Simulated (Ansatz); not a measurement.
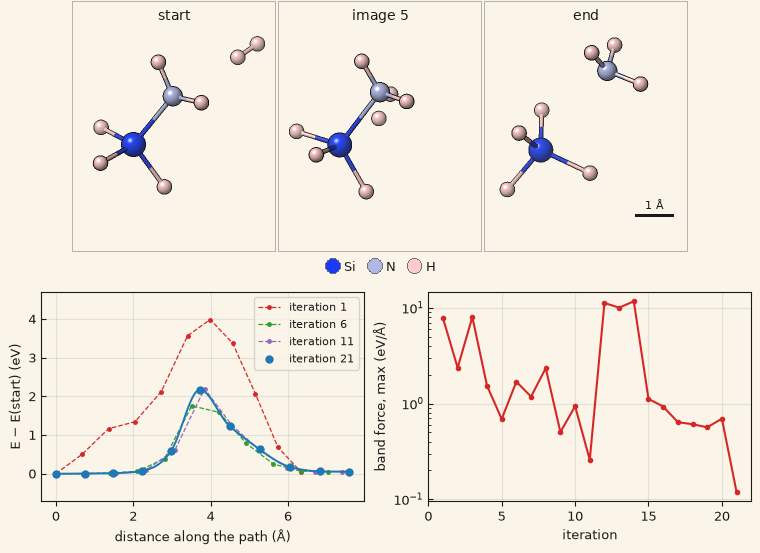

NEB run on SiNH₇, made up at the start of SiNH$_{5}$ and H$_{2}$. Images are numbered from 0 (start) to 10 (end). The plot follows the band through its iterations. The picture is a ball-and-stick view, seen from a free direction.

Method: RKS CAM-B3LYP/6-31G* in Ansatz 0.2.0. Settings: 9 movable images; climbing image; force threshold 0.2 eV/Å; iteration limit 60; starting path through a guess of the saddle point.

**How did the profile develop, and is the result final?**

The run met only a loose threshold, so the barrier can't be trusted yet. The band converged in 21 iterations. The largest component of the band force went from 7.8 to 0.12 eV/Å. The climbing image converged on the top of the path. Its curvatures weren't checked. The force threshold is so loose that the height of the top is at best an upper bound. The first iteration put the highest image at 3.99 eV. Forward barrier 2.17 eV, backward barrier 2.12 eV, with image 5 at the top; the reaction energy is +0.06 eV.

Limits of the set-up: the start holds two separate molecules, 2.7 Å apart at their closest, whose relative position is a soft coordinate and is computed without a dispersion correction.

Cost: 5.1 min on 1 thread of Arm Neoverse V1, on a shared host, peak memory 0.1 GiB.
